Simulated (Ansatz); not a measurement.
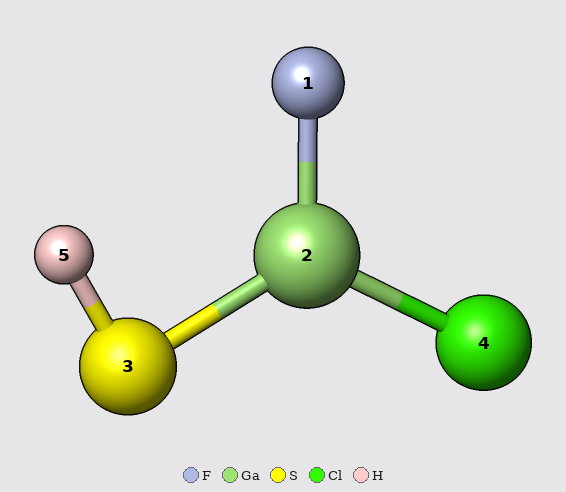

Computed geometry: PBE0-D4/def2-TZVP optimisation. No frequency run is at hand to confirm it as a minimum.

Describe the coordination of atom 3.

Answer. S3 has 2 neighbours (Ga2 at 2.17, H5 at 1.35 Å); the arrangement is bent.

How are the neighbours of atom 2 arranged?

Answer. Ga2 has 3 neighbours (F1 at 1.74, S3 at 2.17, Cl4 at 2.11 Å); the arrangement is trigonal planar.
